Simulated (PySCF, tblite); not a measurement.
# C5H10OSi2: geometry, infrared bands and NMR shifts

What infrared bands and NMR shifts should C5H10OSi2 (`C=C(C)[Si@@H]1C[SiH2]C1=O`) show?

Programs: tblite 0.8.0 and PySCF 2.14.0, with density-fitted response routines of our own. Each step states its level of theory. These are calculated values for one molecule in the gas phase, unless marked as measured. Atoms are numbered from 0 throughout.

## 1. The molecule as given

18 atoms, charge 0, multiplicity 1; geometry from: force field or distance geometry start.

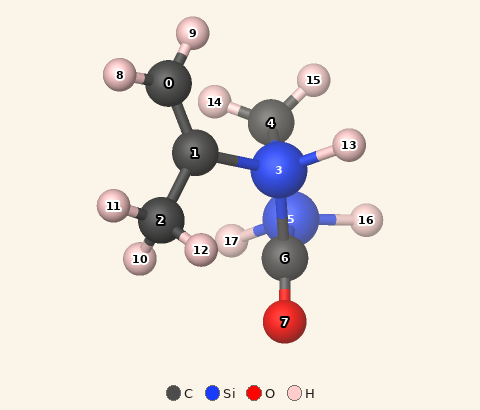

As it starts; carbon dark grey, silicon blue, oxygen red, hydrogen pink, atoms numbered.

## 2. Geometry optimisation with GFN2-xTB

Job settings and geometry (Å):

```
{"job": {"kind": "relax", "xc": "GFN2-xTB", "basis": "xTB"}, "charge": 0, "multiplicity": 1}
C     -1.653000     0.651000     1.702800
C     -1.351200     0.098700     0.512200
C     -2.281800     0.136800    -0.647300
Si     0.260200    -0.786800     0.222200
C      1.777300     0.261000     0.763800
Si     2.471700    -0.018100    -1.008800
C      0.916800    -0.788000    -1.445500
O      0.464600    -1.169100    -2.495600
H     -2.606300     1.159900     1.851300
H     -1.002400     0.624600     2.569200
H     -1.852900     0.689500    -1.490500
H     -3.233900     0.639900    -0.391000
H     -2.553900    -0.868000    -0.979300
H      0.287900    -2.111400     0.918000
H      1.536600     1.314800     0.971900
H      2.372900    -0.180400     1.566500
H      3.655900    -0.921000    -0.964500
H      2.782800     1.273000    -1.666700
```

On the command line:

```bash
> OMP_NUM_THREADS=1 python probes_run.py task.json out
```

One launch serves the whole session: the jobs run in the order shown.

The log of the run:

```text
step      E/eV     max force
  0    -631.01997    4.837
  1    -631.50995    3.197
  2    -631.58655    2.645
  3    -631.65656    0.557
  4    -631.67568    0.479
  5    -631.69075    0.730
  6    -631.70811    0.395
  7    -631.71557    0.187
  8    -631.72132    0.189
  9    -631.72531    0.153
 10    -631.73095    0.243
 11    -631.73716    0.243
 12    -631.74177    0.136
 13    -631.74373    0.091
 14    -631.74475    0.074
 15    -631.74577    0.091
 16    -631.74668    0.076
 17    -631.74726    0.044
 18    -631.74762    0.044
 19    -631.74795    0.051
 20    -631.74830    0.044
 21    -631.74861    0.040
 22    -631.74887    0.047
 23    -631.74911    0.053
 24    -631.74937    0.047
 25    -631.74961    0.038
 26    -631.74983    0.040
 27    -631.75005    0.040
 28    -631.75031    0.050
 29    -631.75058    0.048
 30    -631.75081    0.038
 31    -631.75098    0.033
 32    -631.75113    0.033
 33    -631.75133    0.041
 34    -631.75160    0.053
 35    -631.75190    0.048
 36    -631.75214    0.032
 37    -631.75230    0.033
 38    -631.75243    0.033
 39    -631.75258    0.033
 40    -631.75274    0.036
 41    -631.75286    0.028
 42    -631.75296    0.025
 43    -631.75306    0.029
 44    -631.75316    0.033
 45    -631.75325    0.027
 46    -631.75331    0.016
 47    -631.75335    0.026
 48    -631.75341    0.034
 49    -631.75349    0.033
 50    -631.75356    0.021
 51    -631.75364    0.021
 52    -631.75372    0.029
 53    -631.75385    0.048
 54    -631.75405    0.062
 55    -631.75431    0.055
 56    -631.75453    0.038
 57    -631.75467    0.027
 58    -631.75479    0.033
 59    -631.75496    0.048
 60    -631.75520    0.052
 61    -631.75548    0.044
 62    -631.75575    0.038
 63    -631.75604    0.044
 64    -631.75649    0.066
 65    -631.75730    0.093
 66    -631.75862    0.106
 67    -631.76015    0.099
 68    -631.76160    0.106
 69    -631.76046    0.215
 70    -631.76380    0.115
 71    -631.76457    0.083
 72    -631.76627    0.091
 73    -631.76698    0.071
 74    -631.76789    0.084
 75    -631.76906    0.058
 76    -631.77030    0.057
 77    -631.77125    0.070
 78    -631.77173    0.101
 79    -631.77269    0.106
 80    -631.77342    0.052
 81    -631.77413    0.059
 82    -631.77464    0.101
 83    -631.77512    0.091
 84    -631.77557    0.049
 85    -631.77585    0.037
 86    -631.77611    0.058
 87    -631.77641    0.079
 88    -631.77691    0.117
 89    -631.77733    0.055
 90    -631.77769    0.044
 91    -631.77793    0.038
 92    -631.77812    0.032
 93    -631.77832    0.041
 94    -631.77855    0.037
 95    -631.77881    0.041
 96    -631.77909    0.045
 97    -631.77941    0.048
 98    -631.77980    0.049
 99    -631.78021    0.049
100    -631.78057    0.069
101    -631.78090    0.053
102    -631.78122    0.033
103    -631.78158    0.037
104    -631.78180    0.050
105    -631.78210    0.039
106    -631.78230    0.034
107    -631.78248    0.034
108    -631.78266    0.039
109    -631.78289    0.043
110    -631.78322    0.036
111    -631.78360    0.056
112    -631.78409    0.056
113    -631.78448    0.044
114    -631.78466    0.026
115    -631.78477    0.023
116    -631.78489    0.021
117    -631.78504    0.028
118    -631.78515    0.017
119    -631.78522    0.021
120    -631.78527    0.022
121    -631.78539    0.026
122    -631.78552    0.033
123    -631.78567    0.029
124    -631.78579    0.029
125    -631.78589    0.020
126    -631.78597    0.017
127    -631.78604    0.015
128    -631.78609    0.019
129    -631.78614    0.018
130    -631.78618    0.013
131    -631.78622    0.011
132    -631.78625    0.011
133    -631.78627    0.010
134    -631.78628    0.009
```

Run time: 3.8 s. Hardware: 1 thread of Intel Xeon at 2.50GHz, shared host; peak memory 0.18 GiB.

The steps of the relaxation: (not every step is listed)

```csv
step,energy from step 0 (eV),largest force (eV/Å)
0,0.0000,4.8375
1,-0.4900,3.1972
2,-0.5666,2.6446
3,-0.6366,0.5574
4,-0.6557,0.4792
5,-0.6708,0.7295
6,-0.6881,0.3952
7,-0.6956,0.1865
8,-0.7014,0.1895
20,-0.7283,0.0439
32,-0.7312,0.0328
44,-0.7332,0.0328
56,-0.7346,0.0375
68,-0.7416,0.1063
80,-0.7535,0.0515
92,-0.7582,0.0320
104,-0.7618,0.0497
116,-0.7649,0.0212
128,-0.7661,0.0193
129,-0.7662,0.0180
130,-0.7662,0.0134
131,-0.7663,0.0110
132,-0.7663,0.0110
133,-0.7663,0.0102
134,-0.7663,0.0095
```

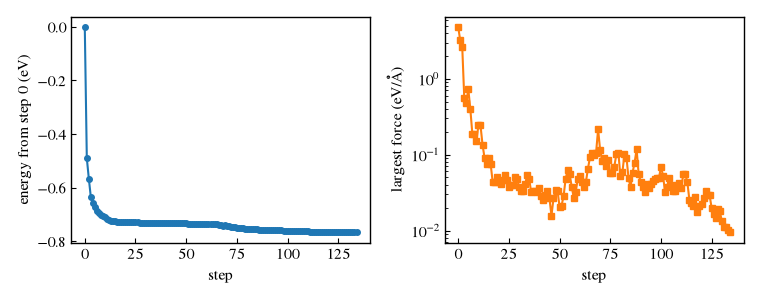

Energy and largest force along the relaxation.

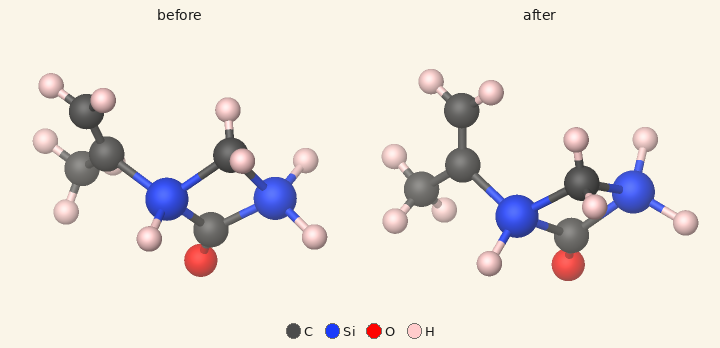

The geometry before (left) and after (right).

Distances of close pairs at the start and the end, largest changes first:

```
   bond  before (Å)  after (Å)  change (Å)
 Si3–C6       1.792      1.962      +0.170
 Si5–C6       1.789      1.957      +0.168
Si3–H13       1.496      1.467      -0.030
Si5–H16       1.490      1.460      -0.029
 C1–Si3       1.861      1.886      +0.025
Si5–H17       1.482      1.462      -0.020
  C0–C1       1.347      1.327      -0.020
 C2–H11       1.107      1.088      -0.019
```

The final coordinates are the input of the step that follows.

## 3. Harmonic vibrations with GFN2-xTB

Job settings and geometry (Å):

```
{"job": {"kind": "ir", "xc": "GFN2-xTB", "basis": "xTB"}, "charge": 0, "multiplicity": 1}
C     -1.387659     1.199109     1.231837
C     -1.352703     0.147464     0.423342
C     -2.528775    -0.223911    -0.428552
Si     0.174462    -0.940441     0.217164
C      1.820400    -0.223253     0.898994
Si     2.536020     0.349758    -0.785675
C      0.995188    -0.598831    -1.531747
O      0.679360    -0.895671    -2.656573
H     -2.262037     1.827512     1.316847
H     -0.548582     1.476738     1.846834
H     -2.227981    -0.279136    -1.473759
H     -3.335258     0.499992    -0.329691
H     -2.903318    -1.206498    -0.144547
H     -0.130575    -2.336388     0.547892
H      1.708189     0.566684     1.636339
H      2.431300    -0.985417     1.378134
H      3.853084    -0.164744    -1.151162
H      2.470127     1.793350    -1.007332
```

The log of the run:

```text
mode    cm-1     km/mol
  1      21.0      0.25
  2      33.2      0.73
  3      60.9      2.34
  4     144.8      1.67
  5     149.6      0.50
  6     257.2      1.71
  7     262.4      1.93
  8     310.6      5.69
  9     355.3     11.71
 10     368.4      1.45
 11     390.8      1.90
 12     435.4     31.94
 13     462.5     10.16
 14     491.6     10.79
 15     540.5     15.07
 16     593.8     39.27
 17     611.8     78.99
 18     635.5    140.53
 19     676.6     54.28
 20     691.0    110.83
 21     705.0    132.05
 22     727.9     39.55
 23     756.9    233.57
 24     781.0    158.53
 25     902.8     29.01
 26     938.6      6.13
 27     963.1      6.19
 28    1012.9     10.77
 29    1039.7      0.24
 30    1095.9     57.15
 31    1215.4      2.69
 32    1400.3      4.03
 33    1421.9      2.39
 34    1472.8      5.52
 35    1479.2      8.35
 36    1487.4      3.49
 37    1676.9      7.54
 38    1739.4    259.68
 39    2220.9    294.51
 40    2261.2    433.05
 41    2278.3    212.62
 42    3002.6     29.78
 43    3004.7     27.23
 44    3019.5     18.66
 45    3024.1     14.96
 46    3024.3     31.82
 47    3068.5     46.98
 48    3112.4     40.06
```

It took 2.9 s on 1 thread of Intel Xeon at 2.50GHz, shared host; peak memory 0.18 GiB.

Which atoms move in the most intense modes:

| cm⁻¹ | km/mol | atoms |
| --- | --- | --- |
| 636 | 140.5 | H16 17 %, H13 12 %, H17 11 % |
| 705 | 132.1 | C4 29 %, C6 24 %, Si5 11 % |
| 757 | 233.6 | Si3 20 %, H17 17 %, C4 17 %, C6 15 % |
| 781 | 158.5 | H16 27 %, H17 24 %, C4 20 %, Si5 12 % |
| 1739 | 259.7 | C6 60 %, O7 40 % |
| 2221 | 294.5 | H13 96 % |
| 2261 | 433.1 | H17 84 %, H16 12 % |
| 2278 | 212.6 | H16 85 %, H17 13 % |

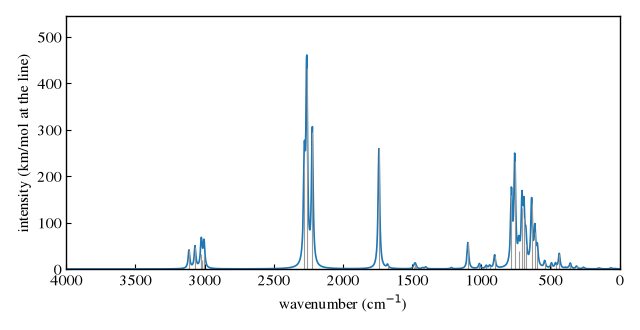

The infrared spectrum from these modes, unscaled. Lines are broadened to a width of 14 cm⁻¹ (Lorentzian).

## 4. Shielding tensors: PBE0/pcSseg-1

Settings changed since step 3:

```diff
@@ -1,2 +1,2 @@
-{"job": {"kind": "ir", "xc": "GFN2-xTB", "basis": "xTB"}, "charge": 0, "multiplicity": 1}
+{"job": {"kind": "nmr", "xc": "PBE0", "basis": "pcSseg-1"}, "charge": 0, "multiplicity": 1}
 C     -1.387659     1.199109     1.231837
```

Level: GIAO PBE0/pcSseg-1 NMR shielding, non-relativistic, gas phase.

The log of the run:

```text
coarse grid: 15968 points
cycle   1  E = -849.8960746380  dE =  8.450e-01  |g| = 8.024e-01  |ddm| = 3.923e+00
cycle   2  E = -849.4881908174  dE =  4.079e-01  |g| = 1.628e+00  |ddm| = 1.975e+00
cycle   3  E = -850.0236265640  dE = -5.354e-01  |g| = 2.353e-01  |ddm| = 1.546e+00
cycle   4  E = -850.0359760485  dE = -1.235e-02  |g| = 6.594e-02  |ddm| = 2.374e-01
cycle   5  E = -850.0369872192  dE = -1.011e-03  |g| = 1.525e-02  |ddm| = 6.388e-02
cycle   6  E = -850.0370383298  dE = -5.111e-05  |g| = 5.361e-03  |ddm| = 1.475e-02
cycle   7  E = -850.0370451761  dE = -6.846e-06  |g| = 1.291e-03  |ddm| = 6.345e-03
final grid: 144824 points
cycle   8  E = -850.0951426558  dE = -1.600e-05  |g| = 1.318e-02  |ddm| = 2.728e-02
cycle   9  E = -850.0950494295  dE =  9.323e-05  |g| = 2.560e-02  |ddm| = 2.529e-02
cycle  10  E = -850.0951767727  dE = -1.273e-04  |g| = 3.157e-03  |ddm| = 1.743e-02
cycle  11  E = -850.0951789984  dE = -2.226e-06  |g| = 2.502e-04  |ddm| = 2.451e-03
cycle  12  E = -850.0951790104  dE = -1.196e-08  |g| = 1.319e-04  |ddm| = 4.408e-04
cycle  13  E = -850.0951790148  dE = -4.436e-09  |g| = 4.309e-05  |ddm| = 1.730e-04
cycle  14  E = -850.0951790152  dE = -4.259e-10  |g| = 1.780e-05  |ddm| = 5.236e-05
converged SCF energy = -850.0951790152

GIAO shielding tensors (ppm)
atom      isotropic    diamagn.    paramagn.     s11        s22        s33       span
  0 C       51.279     254.539    -203.260    -63.435     67.358    149.913    213.348
  1 C       39.331     264.173    -224.843    -71.398     15.356    174.033    245.431
  2 C      161.107     246.675     -85.568    147.176    149.075    187.068     39.892
  3 Si     355.336     883.316    -527.980    245.997    323.476    496.536    250.540
  4 C      196.479     259.797     -63.318    189.081    197.678    202.678     13.597
  5 Si     385.361     880.884    -495.522    267.246    353.416    535.421    268.175
  6 C     -132.796     256.487    -389.284   -331.036   -113.555     46.203    377.239
  7 O     -903.717     398.797   -1302.513  -2463.151   -540.394    292.394   2755.545
  8 H       25.489      31.236      -5.747     22.730     24.864     28.873      6.143
  9 H       25.892      33.637      -7.744     23.320     24.375     29.982      6.662
 10 H       29.814      30.360      -0.546     25.017     28.969     35.457     10.440
 11 H       29.811      29.435       0.377     25.979     28.525     34.930      8.952
 12 H       29.807      28.554       1.253     26.180     27.941     35.301      9.120
 13 H       26.303      30.439      -4.136     23.017     25.088     30.805      7.788
 14 H       30.683      33.227      -2.544     26.080     28.469     37.500     11.420
 15 H       30.695      30.523       0.172     25.324     27.852     38.908     13.584
 16 H       26.804      28.981      -2.177     22.904     25.052     32.457      9.553
 17 H       26.759      29.712      -2.952     24.025     24.472     31.781      7.756
```

Wall time 2.2 min (1 thread of Intel Xeon at 2.50GHz, shared host); peak memory 0.91 GiB.

Shifts follow as δ = σ(reference) − σ, with reference shieldings (ppm) from runs at the same level and on the same kind of geometry: ¹H TMS 31.72, ¹³C TMS 186.9, ²⁹Si TMS 349.2, ¹⁷O H2O 336.1. The references are single molecules in the gas phase, so shifts against H2O, NH3, PH3, H3PO4 or CFCl3 are not on the usual liquid scales and can be off by tens of ppm. Atoms listed in one row are averaged.

```csv
atoms,environment,σ (ppm),δ (ppm),δ scaled to CDCl3
C6,carbonyl carbon,-132.8,319.7,310.1
C1,fully substituted alkene carbon,39.3,147.6,142.1
C0,terminal =CH2 carbon,51.3,135.6,130.5
C2,allylic methyl carbon,161.1,25.8,23.3
C4,sp3 CH2 bonded to 2 Si,196.5,-9.6,-11.2
H8,hydrogen on a terminal =CH2 carbon,25.49,6.23,5.98
H9,hydrogen on a terminal =CH2 carbon,25.89,5.82,5.60
H13,"hydrogen on a silicon bonded to 3 C, in a 4-membered ring",26.30,5.41,–
H17,"hydrogen on a silicon bonded to 2 C, in a 4-membered ring",26.76,4.96,–
H16,"hydrogen on a silicon bonded to 2 C, in a 4-membered ring",26.80,4.91,–
"H10, H11, H12",hydrogen on an allylic methyl carbon,29.81,1.91,1.90
H14,hydrogen on an sp3 CH2 bonded to 2 Si,30.68,1.03,1.08
H15,hydrogen on an sp3 CH2 bonded to 2 Si,30.69,1.02,1.07
Si3,"silicon bonded to 3 C, H, in a 4-membered ring",355.3,-6.2,–
Si5,"silicon bonded to 2 C, 2 H, in a 4-membered ring",385.4,-36.2,–
O7,carbonyl oxygen,-903.7,1239.8,–
```

The scaled column applies a straight-line fit of computed shieldings to shifts measured in CDCl3 (root-mean-square error 0.16 ppm for H, 1.9 ppm for C).

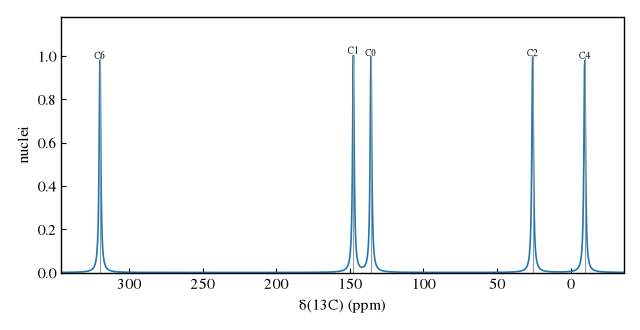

¹³C lines at the computed shifts, without couplings. Lines are broadened to a width of 1 ppm (Lorentzian).

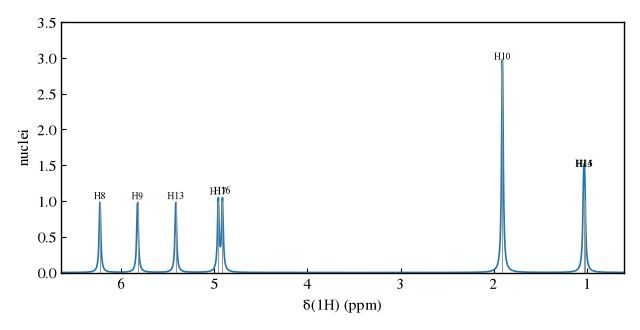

¹H lines at the computed shifts, without couplings. Lines are broadened to a width of 0.02 ppm (Lorentzian).

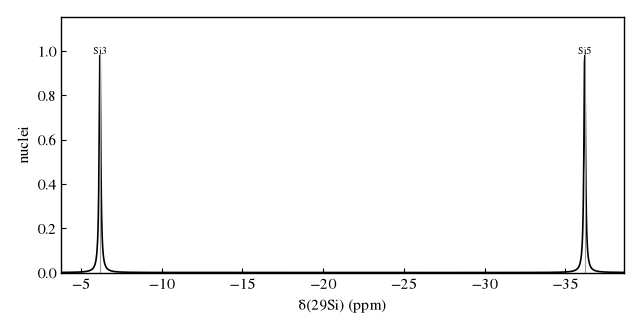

²⁹Si lines at the computed shifts, without couplings. Lines are broadened to a width of 0.12 ppm (Lorentzian).

Charges from the same density, by scheme (e):

```
atoms  Mulliken    IAO  Hirshfeld  ESP fit
   C0     -0.08  -0.30      -0.10    -0.57
   C1     -0.62  -0.23      -0.08     0.16
   C2     -0.19  -0.42      -0.12    -0.48
  Si3      0.91   0.80       0.34     0.28
   C4     -0.87  -0.83      -0.25    -0.48
  Si5      0.62   0.66       0.32     0.32
   C6     -0.22  -0.08       0.00     0.29
   O7     -0.31  -0.34      -0.21    -0.42
```

ESP fit charges:

C0 -0.57; C1 0.16; C2 -0.48; Si3 0.28; C4 -0.48; Si5 0.32; C6 0.29; O7 -0.42; H8 0.22; H9 0.21; H10 0.15; H11 0.15; H12 0.14; H13 -0.07; H14 0.12; H15 0.14; H16 -0.07; H17 -0.08

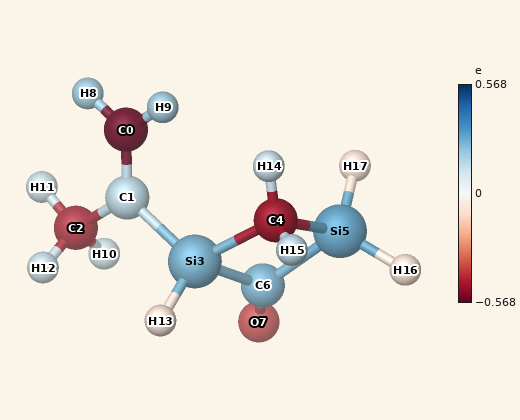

ESP fit charges, as colours on the atoms.

Mayer bond orders: C0–C1 1.96, C1–C2 1.05, C1–Si3 0.86, Si3–C4 0.90, C4–Si5 0.91, Si5–C6 0.81, C6–O7 1.94, C6–Si3 0.76.

Ring of atoms Si3, C4, Si5, C6: NICS(0) 13.8, NICS(1) 1.3, NICS(1)zz -0.1 ppm (means of both faces).

The fields below are evaluated on a grid from the run's orbitals.

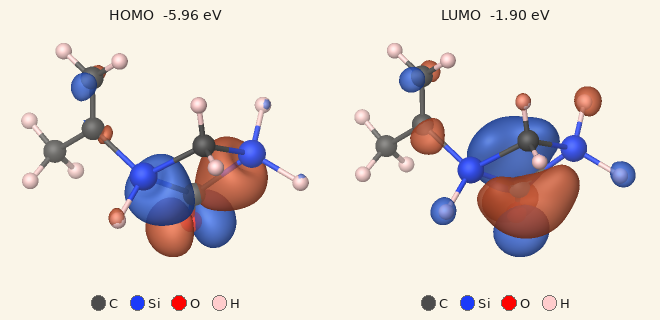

PBE0/pcSseg-1 orbitals near the gap, drawn at the value that encloses 70 % of each; the two colours are the two signs.

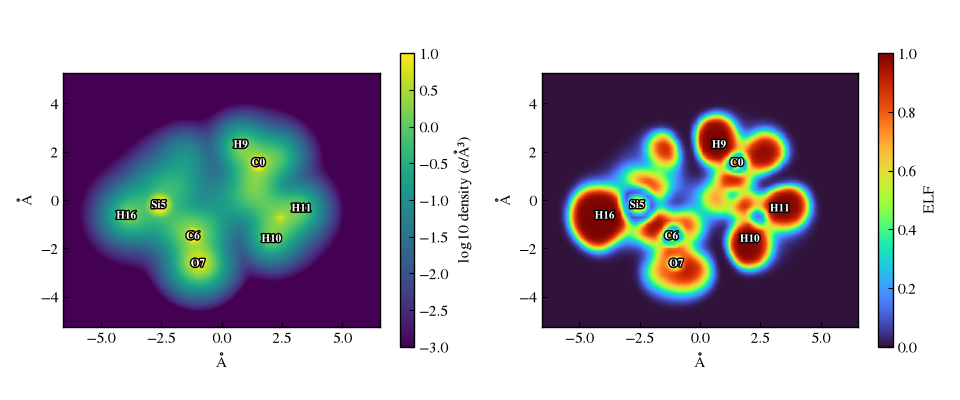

Density (left) and ELF (right) in a plane through or near 8 of the atoms.

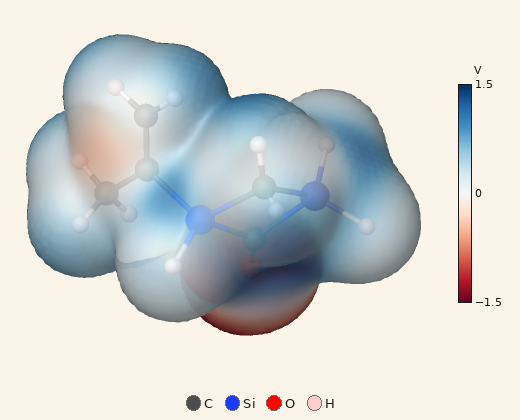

The potential that a unit positive charge feels on the 0.002 e/bohr³ surface, from -1.50 V near O7 to 1.15 V near C6.

## 5. What came out

| quantity | value |
| --- | --- |
| strongest single infrared mode (GFN2-xTB) | 2261 cm⁻¹, 433 km/mol |
| zero-point energy (GFN2-xTB) | 80.5 kcal/mol |
| ¹³C shifts against TMS (PBE0/pcSseg-1) | 319.7, 147.6, 135.6, 25.8, -9.6 ppm |
| ¹H shifts against TMS (PBE0/pcSseg-1, means over atoms taken as alike) | 6.23, 5.82, 5.41, 4.96, 4.91, 1.91, 1.03, 1.02 ppm |
| ²⁹Si shifts against TMS (PBE0/pcSseg-1) | -6.2, -36.2 ppm |
| ¹⁷O shifts against H2O (PBE0/pcSseg-1) | 1239.8 ppm |
| surface potential, least and greatest | -1.50 V and 1.15 V |

Relaxing lowered the energy by 0.766 eV in 134 steps; the close pair that moved most is Si3–C6, from 1.792 to 1.962 Å. No mode is imaginary among the 48: a minimum at this level. The strongest single mode, at 2261 cm⁻¹, moves mainly H17. Unscaled tight-binding wavenumbers are off by several per cent, some by more. Its intensities can rank the bands wrongly. At PBE0/pcSseg-1: Shielding is most anisotropic at O7 (span 2756 ppm, paramagnetic term -1303 ppm). At PBE0/pcSseg-1, counted by nearest atom on the grid, the HOMO lies on O7 38 %; C6 20 %, the LUMO on C6 39 %; O7 27 %.
